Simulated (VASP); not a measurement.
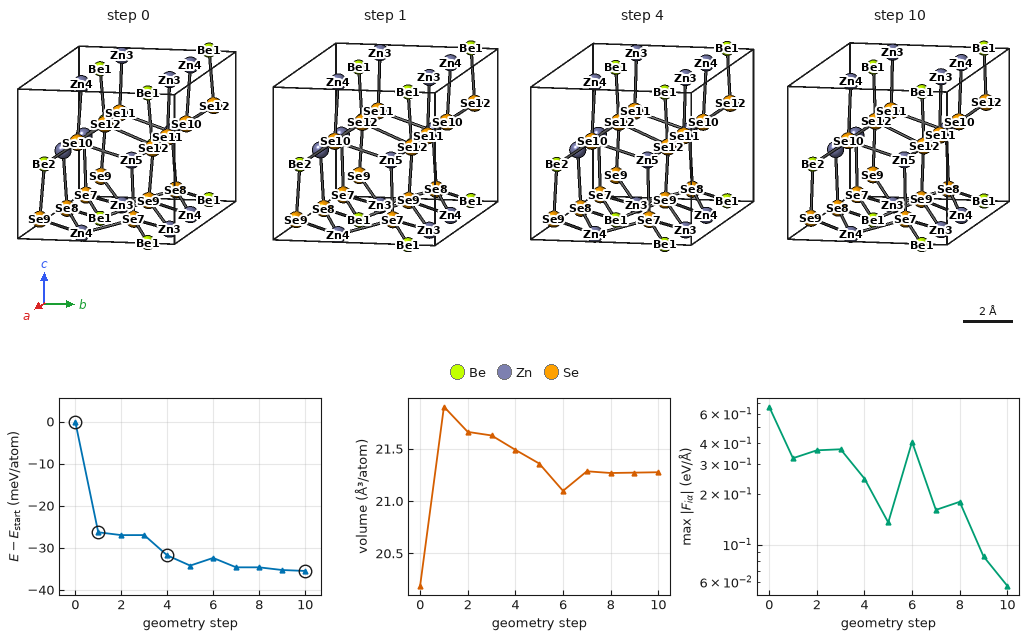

Frames of a relaxation of crystalline BeZn$_{2}$Se$_{3}$ (a generated structure, set up in Cmc2_1), marked on the history of the run. A ball-and-stick model of the conventional cell (2 times the calculation's cell), seen slightly off an axis. Lengths and directions refer to the drawn axes.

The run lets cell and atoms move.

Level of theory: VASP, Kohn-Sham DFT of a periodic cell, PBE, VASP PAW PBE potentials, recommended.

The input:
```
SYSTEM = BeZn2Se3
PREC = Normal ; ENCUT = 520
EDIFF = 1E-4 ; ISMEAR = 0
SIGMA = 0.15 ; LREAL = Auto
LASPH = .True. ; NELM = 60
ALGO = Fast ; ISIF = 3
LWAVE = .False. ; LCHARG = .False.
GGA = PE ; IBRION = 2
NSW = 24 ; EDIFFG = -0.08
```

Run as
```bash
cat potpaw_PBE.64/Be/POTCAR potpaw_PBE.64/Zn/POTCAR potpaw_PBE.64/Se/POTCAR > POTCAR
mpirun -np 1 vasp_std > vasp.out
```

> Describe the path.

After 10 geometry steps the energy has fallen by 35.5 meV per atom. Largest force component: 0.66 eV/Å at the start, 0.057 eV/Å at the end. The pressure goes from 4.53 to 0.17 GPa. The largest moves relative to the cell, 0.10 Å, are those of Be atoms. Largest moves by element: Be 0.10 Å, Zn 0.10 Å, Se 0.06 Å. Cell: a 11.550 → 11.728 Å (+1.5 %), b 6.670 → 6.772 Å (+1.5 %), c 6.290 → 6.429 Å (+2.2 %). Volume +5.4 %. Near-neighbour distances that change, for instance: Se–Zn 2.377 → 2.477 Å, Be–Se 2.155 → 2.250 Å, Be–Se 2.336 → 2.280 Å, Se–Zn 2.521 → 2.479 Å. Bond angles that change, for instance: Se–Be–Se 106.7° → 112.4°, Se–Be–Se 112.4° → 107.8°, Se–Zn–Se 104.6° → 109.0°. The space group stays Cmc2_1 (No. 36). From step 0 to 1: Be atoms move most (0.04 Å), volume +8.5 %, energy −26.3 meV per atom. From step 1 to 4: Be atoms move most (0.02 Å), volume −1.9 %, energy −5.5 meV per atom. From step 4 to 10: Zn atoms move most (0.05 Å), volume −1.0 %, energy −3.7 meV per atom.
